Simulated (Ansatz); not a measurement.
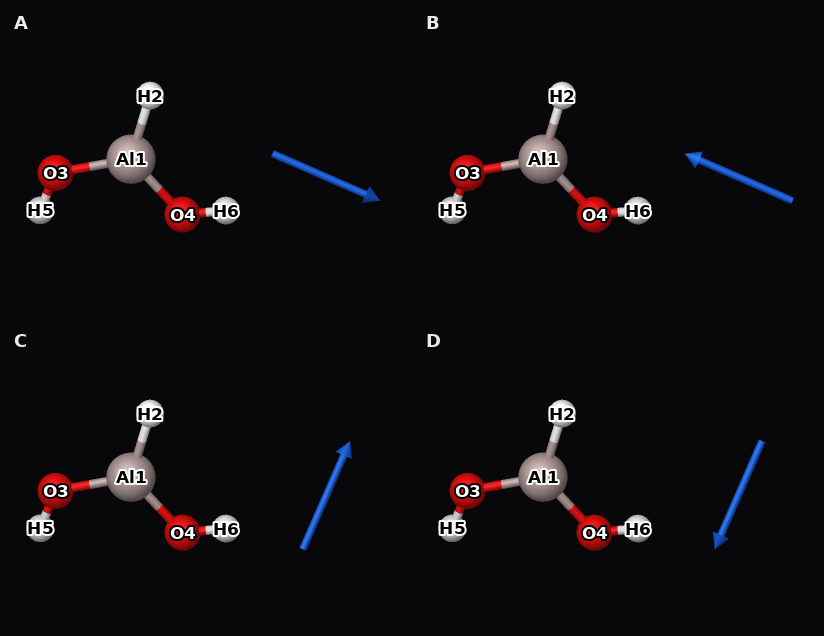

The same molecule four times, each with an arrow. Computed geometry: PBE0-D4/def2-TZVP optimisation. Properties computed with RKS PBE0-D4/def2-TZVP (Ansatz 0.2.0).

### Which arrow points along the dipole moment, from the negative to the positive end?

A. The dipole moment is 1.35 D; it points from the side of O3, H5 to the side of H6 (the outermost atoms at the two ends).
